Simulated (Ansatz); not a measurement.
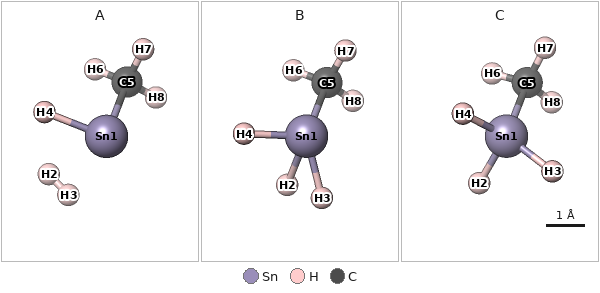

3 geometries from a converged minimum-energy path of CH6Sn, shuffled. Style: ball-and-stick. Shown from a free direction.

The calculation used RKS B3LYP/def2-SVP (Ansatz). Set-up: 7 movable images; climbing image; force threshold 0.05 eV/Å; iteration limit 60; starting path through a guess of the saddle point.

**Which of them lies highest in energy?**

B. In order along the path, whose images run from 0 to 8: C (image 2, +11.2 kJ/mol), B (image 4, +204.9 kJ/mol), A (image 7, +71.1 kJ/mol). Breaking: Sn1–H2 (1.72 → 1.93 at the top → 2.59 Å), Sn1–H3 (1.72 → 1.74 at the top → 2.56 Å). Forming: H2–H3 (2.79 → 1.38 at the top → 0.77 Å).

Cost: 5.2 min on 1 thread of Arm Neoverse V2 (shared host), peak memory 0.14 GiB.
